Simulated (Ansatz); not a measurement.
## Electronic structure of FH$_{4}$OSi$_{2}$ (SMILES F[SiH]O[SiH3]) (doublet) in real space

Input

```
crystal:
  periodic: [false, false, false]
  atoms:
    - {symbol: F, position_ang: [-0.360242, 3.885552, 1.090231]}
    - {symbol: O, position_ang: [-0.808198, 1.290167, 1.481428]}
    - {symbol: Si, position_ang: [-0.607473, 2.748045, 2.216098]}
    - {symbol: Si, position_ang: [-0.250682, 0.202867, 0.352746]}
    - {symbol: H, position_ang: [-1.897574, 3.065212, 2.911271]}
    - {symbol: H, position_ang: [-0.637976, -1.158922, 0.795412]}
    - {symbol: H, position_ang: [-0.859655, 0.487478, -0.971345]}
    - {symbol: H, position_ang: [1.229734, 0.281407, 0.235827]}
basis:
  gaussian: {orbitals: def2-TZVPD}
magnetization: {spin_polarized: true, initial_magnetization: 1}
hamiltonian: {xc: {name: PBE0}}
output: {forces: true, orbitals: {seedname: orbitals}}
```

Launched as:

```sh
ansatz run input.yaml --threads 1 --pin off --max-ram 2610MiB --events-out events.jsonl --progress --plain --runs-dir runs
```

Geometry: B3LYP/6-31G*.

Computed with Ansatz 0.2.0, isolated molecule in a Gaussian basis; Kohn-Sham density functional theory, functional PBE0.

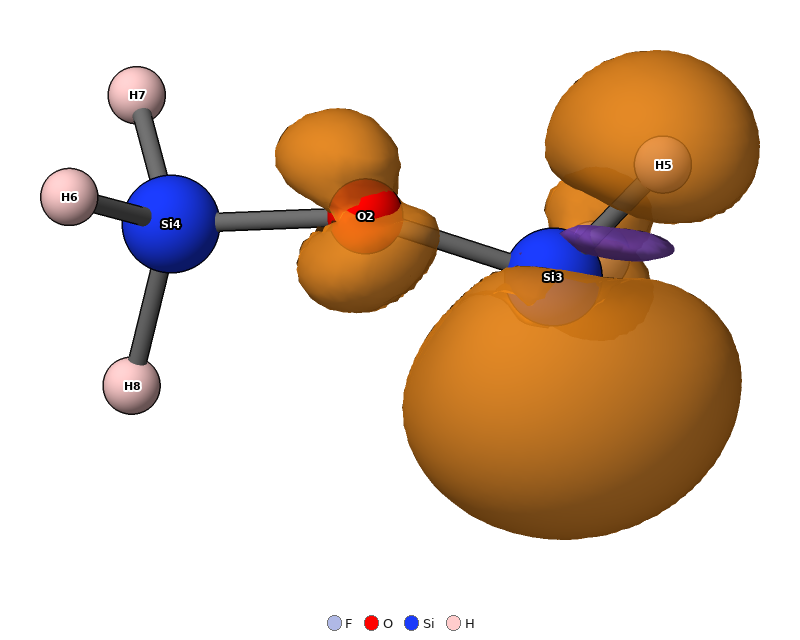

Figure 1. Isosurfaces of the spin density at +0.015 (orange) and −0.015 e/Å³ (purple), seen from one side.

> Where is the unpaired spin?

The unpaired spin (1 electron) lies mostly on Si3 (about 0.8), H5 (about 0.1) and O2 (about 0.1), in electrons by Hirshfeld's partition.

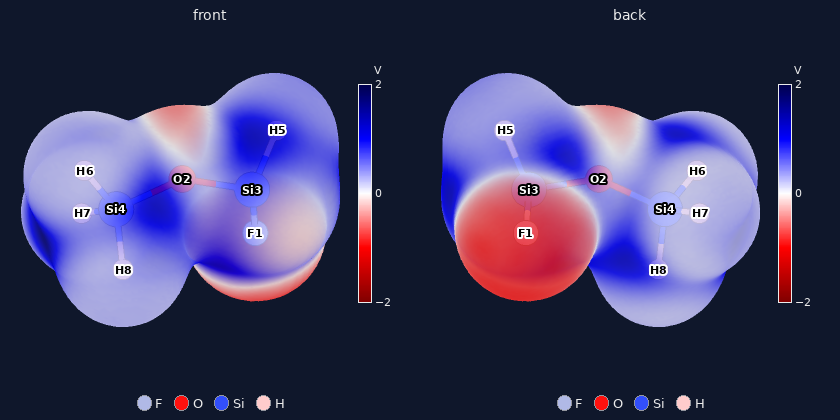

Figure 2. The electrostatic potential painted on the density surface at 0.002 e/bohr³, seen from the front and from behind; the colour scale runs from red (negative) to blue (positive).

> Which sites attract a positive test charge, and which a negative one?

A positive charge is drawn to the negative regions and a negative charge to the positive ones. The most negative region (about −0.9 V, or −21 kcal/mol for a unit charge) lies over F1, the most positive (about +1.6 V, or +37 kcal/mol for a unit charge) over Si4.

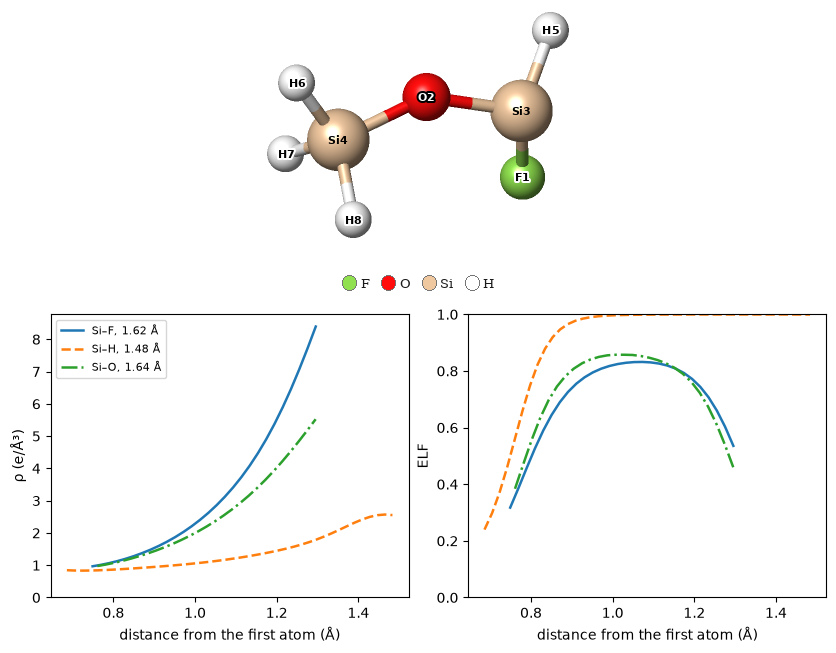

Figure 3. Electron density and ELF along straight lines between neighbouring atoms. The curves leave out the atomic cores. The structure is drawn too.

> What can be read from the curves?

Si–F (1.62 Å): ρ is about 1.1 e/Å³ halfway; the ELF peaks at about 0.85 in the valence shell of F, 0.5 Å from its nucleus, and is about 0.55 at the midpoint.
Si–H (1.48 Å): ρ is about 0.84 e/Å³ halfway; the ELF climbs to about 1 towards the hydrogen, as it does in any bond to H.
Si–O (1.64 Å): the density is about 1.1 e/Å³ at the midpoint; the ELF peaks at about 0.85 between the atoms, as expected for a shared but strongly polarised pair.
